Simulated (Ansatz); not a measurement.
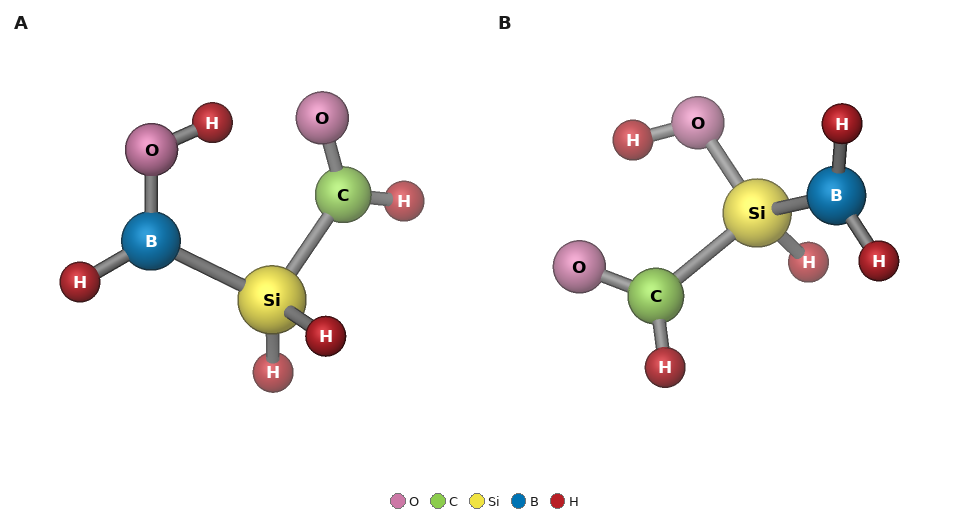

Atoms fade into the background with distance from the viewer. The geometry was computed by an optimisation with PBE-D4/def2-SVP. No frequency run is at hand to confirm it as a minimum.

**How are A and B related: the same structure turned, mirror images, conformers, diastereomers or constitutional isomers?**

They are constitutional isomers of CH5BO2Si: A is O=C[SiH2]BO, B is B[Si@H](O)C=O
